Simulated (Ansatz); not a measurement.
C₅H₅F₃GaN: single-point calculation

The run: single-point calculation of C₅H₅F₃GaN (Ga(py)F3). Method and program: RKS PBE0-D4/def2-TZVP (Ansatz 0.2.0).

The geometry comes from this level: r2SCAN-D4/def2-SVP.

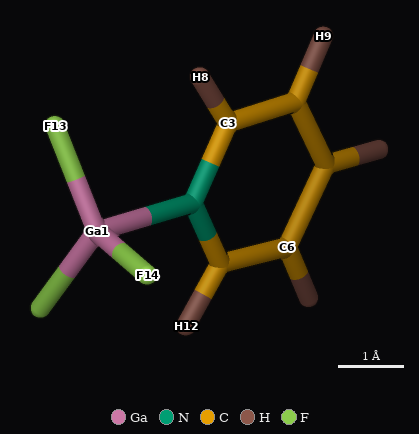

*The input geometry (stick view, seen at a tilt; atoms are numbered from 1 in the order of the input). Sticks mark near contacts.*

Bond lengths as drawn: C–C 1.39 to 1.40 Å, C–H 1.09 Å, C–N 1.34 Å, F–Ga 1.76 Å and Ga–N 2.02 Å.

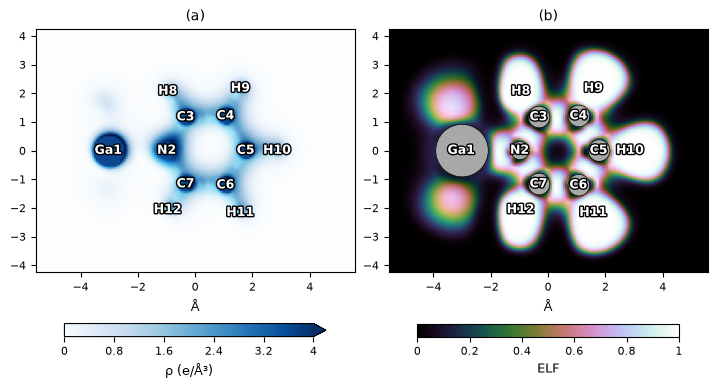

*(a) total electron density; (b) ELF on the plane of atoms C5, C4 and H9. Grey discs, where drawn, cover atomic cores.*

C–N (1.34 Å): ρ is about 2.5 e/Å³ halfway; the ELF peaks at about 0.90 between the atoms, which marks a covalent bond.

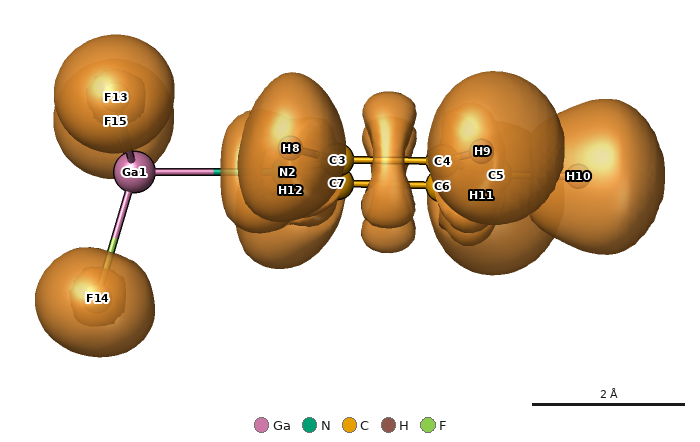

*Isosurface of the electron localisation function at 0.75 (orange), seen from the side. Only the valence region is drawn (cores and ρ < 0.01 e/Å³ removed).*

Along the contacts the grid gives the following. C–N (1.34 Å): the ELF peaks at about 0.90 between the atoms, as expected for localised, shared-pair bonding. C–C (1.39 Å): the ELF peaks at about 0.95 between the atoms, which marks a shared electron pair.

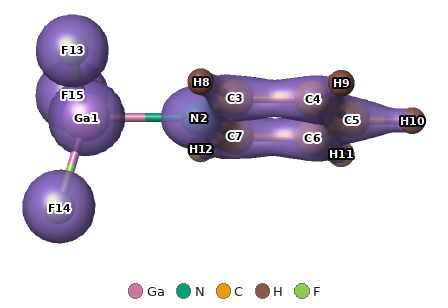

*Isosurface of the electron density at 1.5 e/Å³ (purple), seen from the side.*

At this value the surface falls into five separate pieces. It is pinched off along the Ga–F (1.76 Å) and Ga–N (2.02 Å) contacts. On the grid the lowest density along these lines, outside the cores, is 2.3 e/Å³ (C–N, 1.34 Å), 2.2 e/Å³ (C–C, 1.39 Å), 0.88 e/Å³ (Ga–F, 1.76 Å) and 0.59 e/Å³ (Ga–N, 2.02 Å).

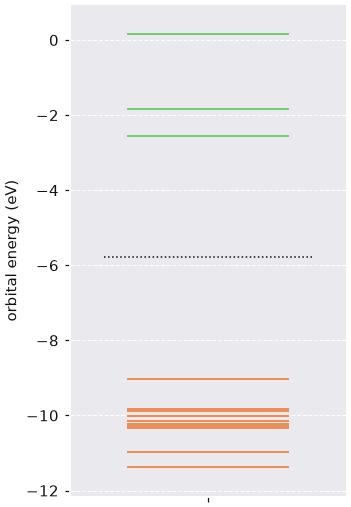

*Orbital energies near the frontier; the dotted line parts filled from empty levels, and levels within 0.02 eV of each other stand side by side.*

Highest filled −9.03 eV, lowest empty −2.55 eV, 6.48 eV apart.

These pictures come from the run below.

**The input**
```yaml
crystal:
  periodic: [false, false, false]
  atoms:
    - {symbol: Ga, position_ang: [-0.006052, 0.021426, -2.568424]}
    - {symbol: N, position_ang: [0.001174, 0.001165, -0.545295]}
    - {symbol: C, position_ang: [1.037804, 0.538010, 0.121005]}
    - {symbol: C, position_ang: [1.064725, 0.562523, 1.512393]}
    - {symbol: C, position_ang: [-0.007135, 0.005415, 2.215406]}
    - {symbol: C, position_ang: [-1.066476, -0.569761, 1.507777]}
    - {symbol: C, position_ang: [-1.025578, -0.559596, 0.116722]}
    - {symbol: H, position_ang: [1.845853, 0.933652, -0.502547]}
    - {symbol: H, position_ang: [1.916534, 1.007702, 2.031282]}
    - {symbol: H, position_ang: [-0.013325, 0.012593, 3.309268]}
    - {symbol: H, position_ang: [-1.914256, -1.026903, 2.022791]}
    - {symbol: H, position_ang: [-1.803726, -1.008255, -0.508997]}
    - {symbol: F, position_ang: [1.736463, 0.052918, -2.827339]}
    - {symbol: F, position_ang: [-0.844134, 1.487895, -3.045951]}
    - {symbol: F, position_ang: [-0.921890, -1.458784, -2.838102]}
basis:
  gaussian: {orbitals: def2-TZVP, initial_orbitals: start.molden}
hamiltonian: {xc: pbe0, dispersion: d4}
scf: {omitted_lower_state_checks: [starts]}
output: {orbitals: {seedname: orbitals}}
```

Run as:
```bash
ansatz run in.yaml --threads 4 --pin off --events-out ev --progress --plain --max-ram 8704MiB
```

**What the program printed**
```
Functional definition: PBE0
  name "PBE0"
  cite "Adamo & Barone, J. Chem. Phys. 110, 6158 (1999) doi:10.1063/1.478522"
  cite "Perdew, Burke & Ernzerhof, Phys. Rev. Lett. 77, 3865 (1996) doi:10.1103/PhysRevLett.77.3865"
  parent pbe
  parameter a = 0.25
  parameter kappa = 0.804
  parameter beta = 0.06672455060314922
  exchange = (1 - a)*pbe_x(kappa = kappa, mu = beta*pi^2/3) + a*exact_x
  correlation = pbe_c(beta = beta)
these checks for a lower state are left out or cut short: starts
2156 factors; their error is unknown
mean field evaluation 1: about -67265.2034 eV, gradient 2.5e2 eV
mean field evaluation 2: about -67272.7245 eV, gradient 7.9e0 eV
mean field evaluation 4: about -67273.0693 eV, gradient 6.5e-1 eV
mean field evaluation 8: about -67273.0700 eV, gradient 9.4e-6 eV
mean field -67273.06995912 eV, -2472.2397216732 hartree, gradient 9.4e-6 eV, S^2 0.000000; 0 other end points of the search recorded, 0 dependent functions left out
reference -67273.06999639 eV, -2472.2397230428 hartree; 50, 50 occupied and 307, 307 virtual orbitals, 2156 factors
Total energy: -67273.46400034 eV, -2472.2542024208 hartree
Checks for a lower state left out: starts
```

**Summary**

| quantity | value |
| --- | --- |
| outcome | converged |
| total energy | −67273.4640 eV |
| mean-field energy | −67273.0700 eV |
| dispersion energy | −0.3940 eV |
| SCF solution under orbital rotations | stable |
| HOMO | −9.03 eV |
| LUMO | −2.55 eV |
| hardware | 4 threads of Arm Neoverse V2, 23 GiB of memory available, shared host |
| wall time | 11 s (CPU time 41 s) |
| peak memory | 1.7 GiB |
